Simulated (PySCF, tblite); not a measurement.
**C8H7Si radical: geometry, infrared bands and EPR parameters**

Wanted: the infrared bands and EPR parameters of C8H7Si radical (`[C]#C[SiH2]c1ccccc1`), by calculation.

Computed with tblite 0.8.0 and PySCF 2.14.0, with density-fitted response routines of our own, on a single molecule in the gas phase. Atoms count from 0, in the outputs and in this text.

### 1 Starting geometry

16 atoms, charge 0, multiplicity 2; geometry from: force field or distance geometry start.

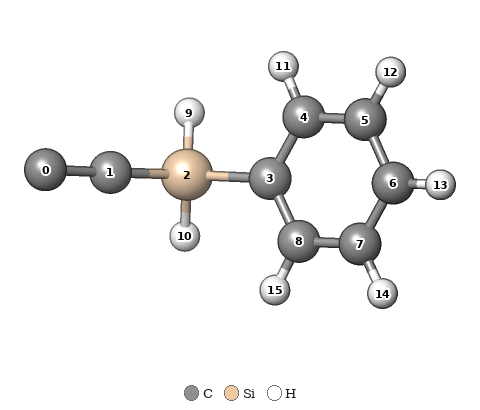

The starting geometry (carbon grey, silicon light orange, hydrogen white), atoms numbered; sticks join atoms by distance.

### 2 Optimising the geometry with GFN2-xTB

The job: settings as JSON, then the geometry in Å.

```
{"job": {"kind": "relax", "xc": "GFN2-xTB", "basis": "xTB"}, "charge": 0, "multiplicity": 2}
C      4.165600    -0.084500     1.958100
C      3.214400    -0.202400     0.724800
Si     2.104400    -0.365600    -0.757100
C      0.288900    -0.077700    -0.305600
C     -0.526800    -1.163800     0.104600
C     -1.868100    -0.953900     0.440100
C     -2.404600     0.331900     0.395600
C     -1.606400     1.410200     0.014100
C     -0.269500     1.200000    -0.335800
H      2.219300    -1.714300    -1.367800
H      2.469500     0.630100    -1.804400
H     -0.138300    -2.181200     0.143800
H     -2.487800    -1.791800     0.757400
H     -3.441500     0.488100     0.667100
H     -2.040100     2.414800    -0.021300
H      0.313600     2.069100    -0.625000
```

The run is started by

```
> OMP_NUM_THREADS=1 python probes_run.py task.json out
```

One launch serves the whole session: the jobs run in the order shown.

The log of the run:

```text
step      E/eV     max force
  0    -601.65150    9.241
  1    -603.82162    8.477
  2    -598.66993   58.872
  3    -604.14656    6.092
  4    -604.29596    4.179
  5    -604.42390    2.813
  6    -604.44936    1.288
  7    -604.47711    0.551
  8    -604.50006    0.756
  9    -604.50948    0.571
 10    -604.52167    0.242
 11    -604.52672    0.291
 12    -604.53183    0.248
 13    -604.53406    0.152
 14    -604.53559    0.109
 15    -604.53643    0.093
 16    -604.53707    0.077
 17    -604.53755    0.059
 18    -604.53794    0.060
 19    -604.53828    0.059
 20    -604.53857    0.045
 21    -604.53884    0.049
 22    -604.53915    0.061
 23    -604.53956    0.059
 24    -604.54001    0.074
 25    -604.54031    0.049
 26    -604.54045    0.039
 27    -604.54056    0.036
 28    -604.54070    0.040
 29    -604.54089    0.049
 30    -604.54110    0.043
 31    -604.54130    0.041
 32    -604.54149    0.034
 33    -604.54167    0.048
 34    -604.54186    0.041
 35    -604.54202    0.048
 36    -604.54219    0.045
 37    -604.54236    0.041
 38    -604.54249    0.036
 39    -604.54257    0.023
 40    -604.54262    0.026
 41    -604.54269    0.030
 42    -604.54280    0.046
 43    -604.54292    0.041
 44    -604.54300    0.017
 45    -604.54304    0.016
 46    -604.54308    0.024
 47    -604.54314    0.038
 48    -604.54324    0.043
 49    -604.54337    0.031
 50    -604.54349    0.033
 51    -604.54361    0.035
 52    -604.54372    0.042
 53    -604.54381    0.034
 54    -604.54387    0.017
 55    -604.54390    0.015
 56    -604.54393    0.019
 57    -604.54396    0.019
 58    -604.54397    0.010
```

Run time: 0.38 s. Hardware: 1 thread of Arm Neoverse V2, shared host; peak memory 0.18 GiB.

Relaxation path: (not every step is listed) (the energy doesn't fall at every step)

```tsv
step	energy from step 0 (eV)	largest force (eV/Å)
0	0.0000	9.2409
1	-2.1701	8.4771
2	2.9816	58.8722
3	-2.4951	6.0920
4	-2.6445	4.1787
5	-2.7724	2.8132
6	-2.7979	1.2881
7	-2.8256	0.5514
8	-2.8486	0.7558
12	-2.8803	0.2478
16	-2.8856	0.0774
20	-2.8871	0.0450
24	-2.8885	0.0740
28	-2.8892	0.0400
32	-2.8900	0.0336
36	-2.8907	0.0447
40	-2.8911	0.0261
44	-2.8915	0.0166
48	-2.8917	0.0427
52	-2.8922	0.0419
53	-2.8923	0.0336
54	-2.8924	0.0168
55	-2.8924	0.0154
56	-2.8924	0.0185
57	-2.8925	0.0195
58	-2.8925	0.0102
```

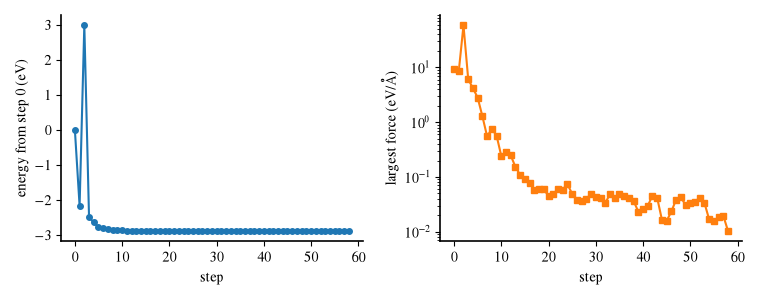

Energy and force, step by step.

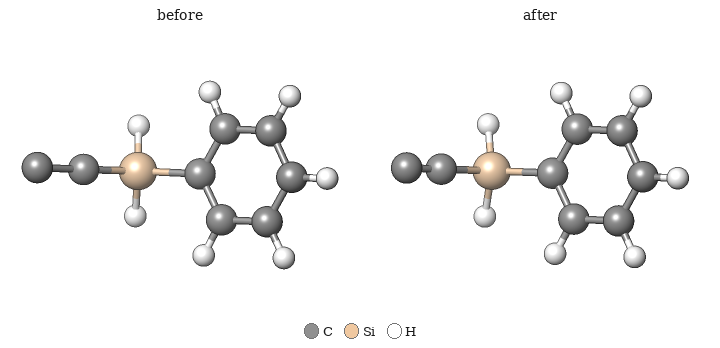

Before and after, at one scale.

Close pairs (by a distance rule), those that changed most:

```tsv
bond	before (Å)	after (Å)	change (Å)
C0–C1	1.562	1.200	-0.362
C3–C4	1.419	1.392	-0.027
Si2–H10	1.490	1.467	-0.024
Si2–H9	1.485	1.467	-0.018
C4–C5	1.398	1.383	-0.016
C7–C8	1.398	1.383	-0.015
C7–H14	1.095	1.081	-0.014
C1–Si2	1.859	1.871	+0.013
```

The final coordinates are the input of the step that follows.

### 3 Harmonic vibrations with GFN2-xTB

The job: settings as JSON, then the geometry in Å.

```
{"job": {"kind": "ir", "xc": "GFN2-xTB", "basis": "xTB"}, "charge": 0, "multiplicity": 2}
C      3.768624    -0.077967     1.744152
C      3.071260    -0.183268     0.773525
Si     2.094346    -0.372607    -0.811209
C      0.297233    -0.088059    -0.307522
C     -0.506497    -1.149500     0.098202
C     -1.825643    -0.945039     0.459021
C     -2.362984     0.331029     0.424743
C     -1.574562     1.399039     0.029857
C     -0.255904     1.189024    -0.329527
H      2.295443    -1.736079    -1.313463
H      2.549081     0.653180    -1.756054
H     -0.094112    -2.148342     0.128599
H     -2.436177    -1.780487     0.770076
H     -3.392452     0.493466     0.708852
H     -1.989016     2.396573     0.003989
H      0.353761     2.027980    -0.634654
```

The log of the run:

```text
mode    cm-1     km/mol
  1       8.4      0.83
  2      61.2      2.35
  3     161.0      1.56
  4     180.5      0.00
  5     200.0      5.06
  6     206.0      0.03
  7     356.3      0.01
  8     390.2     14.55
  9     423.2      7.13
 10     458.4     70.12
 11     526.5     17.00
 12     587.8      0.24
 13     623.4      5.79
 14     656.2     51.05
 15     668.3    137.74
 16     696.9     80.77
 17     735.2      7.83
 18     762.2    256.98
 19     874.7      0.06
 20     902.3      0.15
 21     928.2      0.01
 22     932.7      1.80
 23     975.2      1.47
 24    1084.9      1.34
 25    1122.4      0.01
 26    1144.6     16.59
 27    1182.1      0.02
 28    1207.6      2.50
 29    1287.1      3.98
 30    1313.8      0.03
 31    1419.4      5.71
 32    1462.8      3.03
 33    1574.8      1.28
 34    1587.1      1.44
 35    2203.3     54.90
 36    2225.5    387.61
 37    2230.3    147.74
 38    3064.6     11.06
 39    3065.2     18.85
 40    3073.7      7.00
 41    3079.7    100.08
 42    3089.5     64.13
```

It took 0.55 s on 1 thread of Arm Neoverse V2, shared host; peak memory 0.18 GiB.

Which atoms move in the most intense modes:

```tsv
cm⁻¹	km/mol	atoms
458	70.1	H10 37 %, H9 37 %, Si2 17 %
668	137.7	H10 19 %, H9 19 %, C3 13 %
697	80.8	Si2 22 %, C6 11 %, C5 10 %, C7 10 %
762	257.0	H9 45 %, H10 45 %
2226	387.6	H10 49 %, H9 46 %
2230	147.7	H9 50 %, H10 47 %
3080	100.1	H12 38 %, H14 37 %
3090	64.1	H13 49 %, H12 19 %, H14 19 %
```

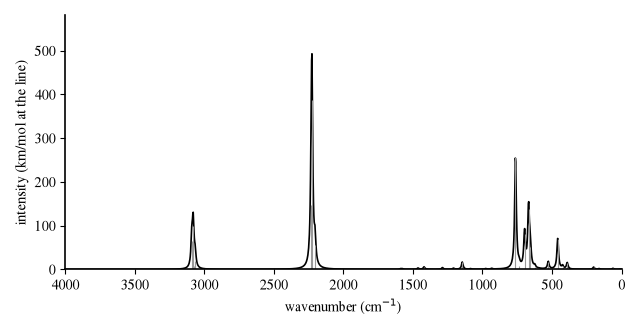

The infrared spectrum from these modes, unscaled. Lines are broadened to a width of 14 cm⁻¹ (Lorentzian).

### 4 g tensor and hyperfine couplings: B3LYP/pcH-1

Settings changed since step 3:

```diff
@@ -1,2 +1,2 @@
-{"job": {"kind": "ir", "xc": "GFN2-xTB", "basis": "xTB"}, "charge": 0, "multiplicity": 2}
+{"job": {"kind": "epr", "basis": "pcH-1"}, "charge": 0, "multiplicity": 2}
 C      3.768624    -0.077967     1.744152
```

Method: UKS B3LYP, pcH-1 on C H Si, non-relativistic, mean-field spin-orbit, GIAO.

The log of the run:

```text
UKS, coarse grid
  cycle   1  E = -598.23814535  |g| = 4.27e-01
  cycle   2  E = -594.37188096  |g| = 1.91e+00
  cycle   3  E = -598.33511191  |g| = 3.46e-01
  cycle   4  E = -598.39512046  |g| = 1.56e-01
  cycle   5  E = -598.40519233  |g| = 9.76e-02
  cycle   6  E = -598.41119588  |g| = 4.29e-02
  cycle   7  E = -598.41280380  |g| = 9.11e-03
  cycle   8  E = -598.41291367  |g| = 8.35e-03
  cycle   9  E = -598.41300073  |g| = 4.46e-03
  cycle  10  E = -598.41306714  |g| = 4.02e-03
  cycle  11  E = -598.41312798  |g| = 2.94e-03
  cycle  12  E = -598.41320007  |g| = 1.68e-03
  cycle  13  E = -598.41324564  |g| = 1.06e-03
  cycle  14  E = -598.41325728  |g| = 9.69e-04
  cycle  15  E = -598.41326368  |g| = 3.69e-04
UKS, final grid
  cycle   1  E = -598.41322303  |g| = 6.36e-04
  cycle   2  E = -598.41322229  |g| = 1.47e-03
  cycle   3  E = -598.41322347  |g| = 2.11e-04
  cycle   4  E = -598.41322355  |g| = 1.45e-04
  cycle   5  E = -598.41322382  |g| = 8.69e-05
  cycle   6  E = -598.41322389  |g| = 7.05e-05
  cycle   7  E = -598.41322395  |g| = 4.65e-05
  cycle   8  E = -598.41322397  |g| = 2.75e-05
  cycle   9  E = -598.41322397  |g| = 9.01e-06
E = -598.41322397 Eh   <S^2> = 0.7681 (exact 0.7500)
g shifts (ppm)      1          2          3
  rmc          -173       -173       -173
  gc             11          9         16
  oz_so        -338         85        356
  total        -500        -79        199
hyperfine (MHz)  atom isotope    a_iso     a_fc   dipolar eigenvalues
    0   13C     869.91     870.01    -57.95    -56.35    114.30
    1   13C     117.50     117.60    -30.03    -27.66     57.69
    2  29Si     -10.95     -10.98     -8.75      4.21      4.54
    3   13C       0.40       0.39     -1.22     -0.75      1.97
    4   13C       0.48       0.49     -0.54     -0.24      0.78
    5   13C      -0.32      -0.32     -0.35      0.05      0.31
    6   13C       0.56       0.56     -0.66     -0.49      1.15
    7   13C      -0.32      -0.32     -0.35      0.05      0.31
    8   13C       0.48       0.48     -0.54     -0.24      0.78
    9    1H      -5.58      -5.59     -1.14     -0.85      1.99
   10    1H      -5.58      -5.58     -1.14     -0.85      1.99
   11    1H      -0.09      -0.09     -0.73     -0.27      1.00
   12    1H       0.22       0.22     -0.30     -0.17      0.47
   13    1H      -0.41      -0.41     -0.46     -0.14      0.60
   14    1H       0.22       0.22     -0.30     -0.17      0.47
   15    1H      -0.09      -0.09     -0.73     -0.27      1.01
```

Run time: 2.5 min. Hardware: 1 thread of Arm Neoverse V2, shared host; peak memory 0.98 GiB.

Principal g values 2.00182, 2.00224, 2.00252; g(iso) = 2.00219, against 2.00232 for a free electron.

Mean a(iso) over the nuclei that a row names, and the largest dipolar term of the row (other rows stand at the frozen geometry):

```tsv
nuclei	isotope	a(iso) (MHz)	a(iso) (G, at g = 2.0023)	largest dipolar term (MHz)
C0	13C	869.9	310.4	114.3
C1	13C	117.5	41.9	57.7
Si2	29Si	-10.9	-3.9	-8.7
H9, H10	1H	-5.6	-2.0	2.0
C6	13C	0.6	0.2	1.1
C4, C8	13C	0.5	0.2	0.8
H13	1H	-0.4	-0.1	0.6
C3	13C	0.4	0.1	2.0
C5, C7	13C	-0.3	-0.1	-0.4
H12, H14	1H	0.2	0.1	0.5
H11, H15	1H	-0.1	0.0	1.0
```

Mulliken spin populations:

C0 1.10; C1 -0.15; Si2 0.04; C3 0.01; C4 0.00; C5 0.00; C6 0.01; C7 0.00; C8 0.00; H9 0.00; H10 0.00; H11 0.00; H12 0.00; H13 0.00; H14 0.00; H15 0.00

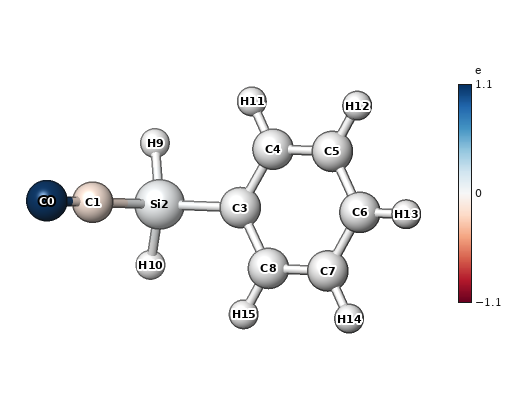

Mulliken spin populations, as colours on the atoms.

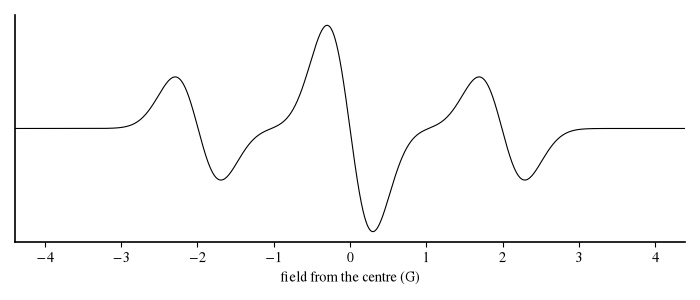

First-order isotropic spectrum (first derivative, main isotopes with spin only, couplings over 0.8 MHz, Gaussian width 0.3 G; couplings of the frozen geometry, rotation of groups not averaged beyond the rows shown).

The fields below are evaluated on a grid from the run's orbitals.

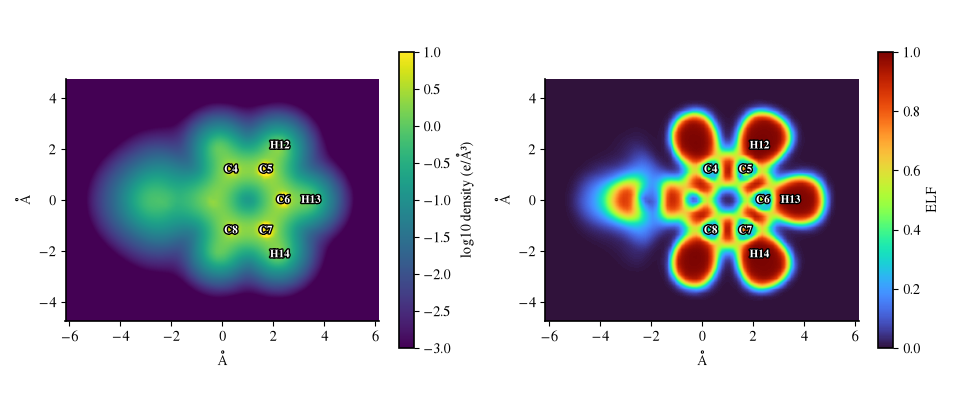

Density (left) and ELF (right) in a plane through or near 8 of the atoms.

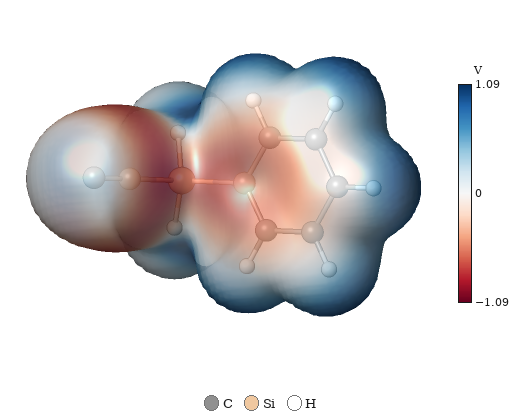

The potential that a unit positive charge feels on the 0.002 e/bohr³ surface, from -0.78 V near C0 to 1.09 V near H9.

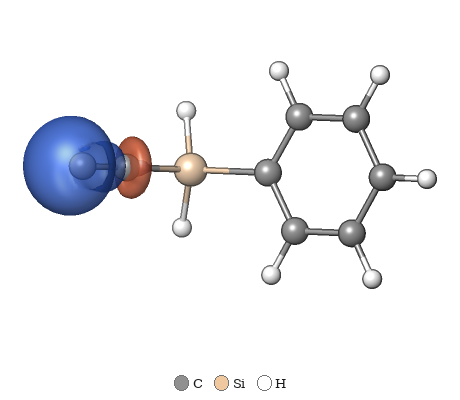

Spin density at ±0.05 e/Å³ (alpha excess blue, beta excess red).

### 5 What came out

| quantity | value |
| --- | --- |
| strongest single infrared mode (GFN2-xTB) | 2226 cm⁻¹, 388 km/mol |
| zero-point energy (GFN2-xTB) | 69.7 kcal/mol |
| g(iso) (B3LYP) | 2.00219 |
| ⟨S²⟩ | 0.768 (exact 0.75) |
| largest a(iso) (averaged by class) | 13C on C0, 869.9 MHz |
| potential on the surface of density 0.002 e/bohr³, 1st and 99th percentile | -0.78 V and 1.09 V |

Over 58 steps the energy fell by 2.892 eV; of the close pairs, C0–C1 changed most, 1.562 to 1.200 Å. The frame itself reshapes: C0···C1 goes from 1.56 to 1.20 Å. All 42 modes are real, so the xTB geometry is a minimum. The strongest single mode, at 2226 cm⁻¹, moves mainly H10 and H9. Unscaled tight-binding wavenumbers are off by several per cent, some by more. Its intensities can rank the bands wrongly. C0 carries the largest spin population, 1.10 e. The isotropic g lies 0.1 ppt below the free-electron value. The conformer search found further structures of the same energy, which may be mirror or relabelled copies of this one.
